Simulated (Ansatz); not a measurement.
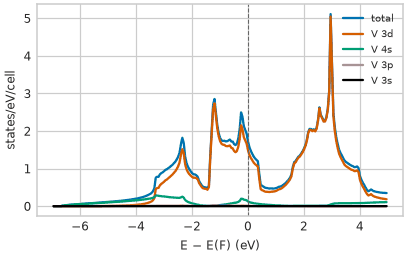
Figure: Total and projected density of states of V (bcc (W type), Im-3m), PBEsol in the plane-wave PAW code Ansatz

Question: Which orbitals carry the states next to the Fermi level?

Answer: Within 0.5 eV of the Fermi level: V 3d 87 %, V 4s 7 %, outside the projected shells 5 %. Projections are on Löwdin-orthogonalised atomic valence shells; empty p or d shells of many metals are not among them.

Question: Where is the tallest occupied peak in this window, and what makes it?

Answer: Near -1.2 eV, about 2.9 states/eV per cell; the largest projected share is V 3d.

The cell was relaxed with PBEsol under the symmetry of its start. The workflow began spin-polarised and lost its moments.

Potentials: the earlier of the program's two PAW sets. The files were generated under PBE; for other functionals the program regenerates the frozen cores, and for LDA and PBEsol the local potential too.
